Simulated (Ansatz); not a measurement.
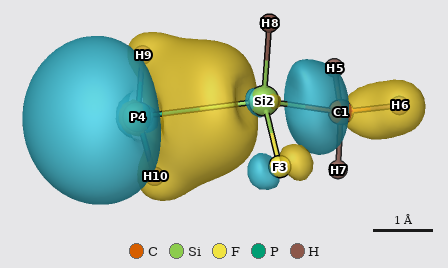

*CH₆FPSi. The HOMO at ±0.1 Å⁻³ᐟ² (yellow and cyan are the two phases), seen from one side.*

Level of theory: RKS B3LYP/def2-mTZVP in Ansatz.

Input

```
crystal:
  periodic: [false, false, false]
  atoms:
    - { symbol: C, position_ang: [0.0461, 1.2336, 0.0775] }
    - { symbol: Si, position_ang: [-0.3563, -0.4056, 0.7301] }
    - { symbol: F, position_ang: [0.5048, -0.6312, 2.0294] }
    - { symbol: P, position_ang: [0.2815, -1.9179, -0.7802] }
    - { symbol: H, position_ang: [-0.5785, 1.4722, -0.8594] }
    - { symbol: H, position_ang: [-0.2595, 2.0672, 0.7955] }
    - { symbol: H, position_ang: [1.0838, 1.4019, -0.1776] }
    - { symbol: H, position_ang: [-1.75, -0.5398, 1.0628] }
    - { symbol: H, position_ang: [-0.3966, -1.2939, -1.851] }
    - { symbol: H, position_ang: [1.5078, -1.4377, -1.0243] }
basis:
  gaussian: { orbitals: def2-mTZVP }
hamiltonian:
  xc: b3lyp
relax:
  f_tol: 0.015
  max_steps: 40
output:
  orbitals: {}
```

Command:

```sh
ansatz run input.yaml --threads 2 --pin off --max-ram 3072MiB --backend cpu --events-out ev --progress --plain --runs-dir out
```

The fields are those of the relaxed geometry.

Q: Describe this orbital and give its energy.

A: It lies mainly on P4 (about 70 %), Si2 (about 10 %) and C1 (about 5 %); largely a lone pair of P4. Its energy is −7.36 eV.
